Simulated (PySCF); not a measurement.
# Run report: AsOOH, frequency calculation

System: AsOOH.
Method: RKS-based PBE0, As def2-TZVP, O def2-TZVP, H def2-TZVP; non-relativistic Hamiltonian; density fitting (PySCF 2.14.0).

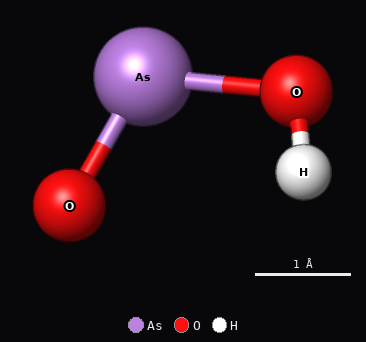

Fig. 1: The input geometry (ball-and-stick view, seen at a tilt). Bond lengths as drawn: As–O 1.61 to 1.76 Å and H–O 0.97 Å.

## Summary

- outcome: converged
- total energy: −2386.569487 hartree
- HOMO: −8.34 eV
- LUMO: −2.77 eV
- zero-point energy: 0.016645 hartree
- dipole moment: 1.63 D
- wavenumbers, lowest and highest: 305 and 3790 cm⁻¹
- hardware: 4 threads of Intel Xeon (Granite Rapids), 16 GiB of memory available, shared host
- wall time: 31 s (CPU time 1.8 min)
- peak memory: 1.3 GiB

## The input
```python
from pyscf import gto, scf, dft
mol = gto.M(atom='''
As    -0.300607     0.000000     0.116253
O      0.991255     0.000000     1.079660
O      0.335961     0.000000    -1.529663
H      1.303550     0.000000    -1.505975''',
    basis={'As': 'def2-TZVP', 'O': 'def2-TZVP', 'H': 'def2-TZVP'},
    charge=0, spin=0)
mf = dft.RKS(mol, xc='PBE0')
mf.grids.atom_grid = (75, 302)
aux = {'As': 'def2-universal-JKFIT', 'O': 'def2-universal-JKFIT', 'H': 'def2-universal-JKFIT'}
mf = mf.density_fit(auxbasis=aux)
mf.conv_tol = 1e-09
mf.diis_space = 10
mf.max_cycle = 60
mf.verbose = 4
mf.kernel()
```

The script is an equivalent of the set-up of the self-consistent field. The run itself was carried out by a driver, which started from the orbitals of the step before it where there was one and computed the further properties.

Launched with:
```bash
OMP_NUM_THREADS=4 python axn.py task.json out
```

## The program's output
```
init E= -2386.56948732928
  HOMO = -0.306458172229523  LUMO = -0.101650899055706  gap/eV = 5.57309
cycle= 1 E= -2386.56948732929  delta_E= -3.64e-12  |g|= 1.77e-06  |ddm|= 1.39e-06
  HOMO = -0.306458612734076  LUMO = -0.101650998043688  gap/eV = 5.57310
Extra cycle  E= -2386.56948732926  delta_E= 2.27e-11  |g|= 3.99e-06  |ddm|= 2.97e-06
converged SCF energy = -2386.56948732926
```

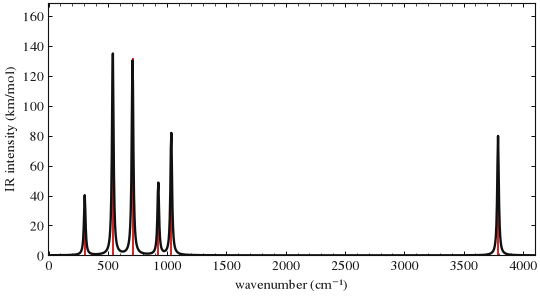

Fig. 2: Harmonic infrared spectrum, unscaled: sticks (degenerate modes added up, dark ones marked on the axis) with a Lorentzian envelope of 16 cm⁻¹ full width, scaled to the tallest stick. 6 modes from 305 to 3790 cm⁻¹, none imaginary. The strongest line is at 542 cm⁻¹ (135 km/mol). All modes, in cm⁻¹ (km/mol): 305 (40), 542 (135), 709 (132), 925 (48), 1035 (83), 3790 (79).

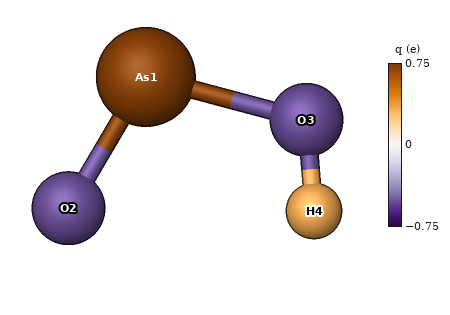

Fig. 3: Mulliken charges, as the colour of each atom (ball-and-stick view, seen on its broad side; atoms are numbered from 1 in the order of the input). By element: As +0.71, O −0.52 to −0.51 and H +0.32 e.
